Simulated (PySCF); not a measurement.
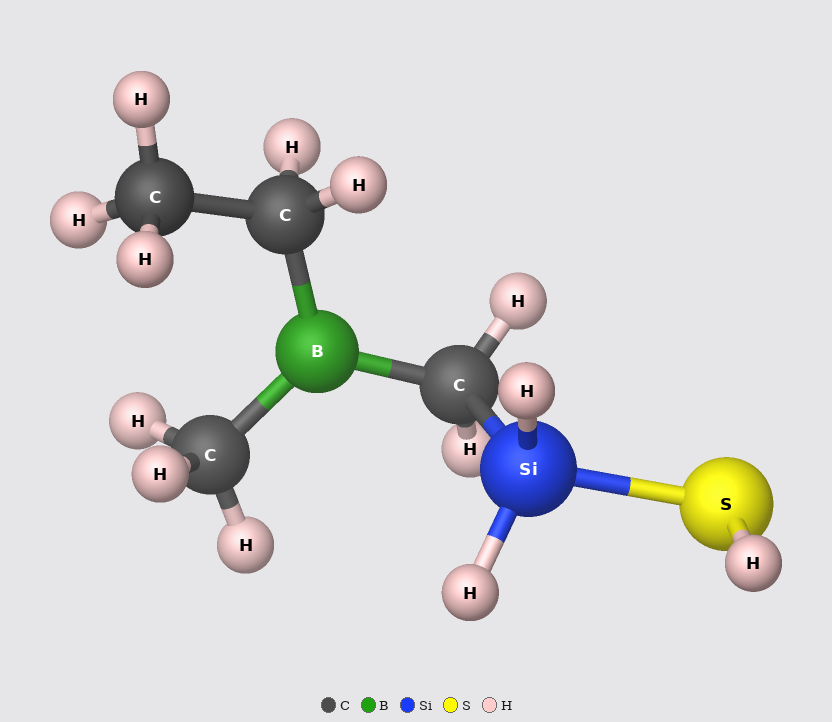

The computed structure is the end point of a GFN2-xTB optimisation. No frequency run is at hand to confirm it as a minimum. Properties computed with PBE0/pcSseg-1, gas phase (PySCF 2.14.0).

What does the calculation give?

The species is C4H13BSSi (`CCB(C)C[SiH2]S`).
- dipole moment: 1.55 D
- HOMO energy (Kohn–Sham orbital): −7.20 eV
- LUMO energy (Kohn–Sham orbital): −0.85 eV
- HOMO–LUMO gap: 6.35 eV

The geometry is semi-empirical. Around B, Si such bond lengths and angles can be off by a tenth of an ångström or more and by several degrees, and values that hang on the shape move with them.
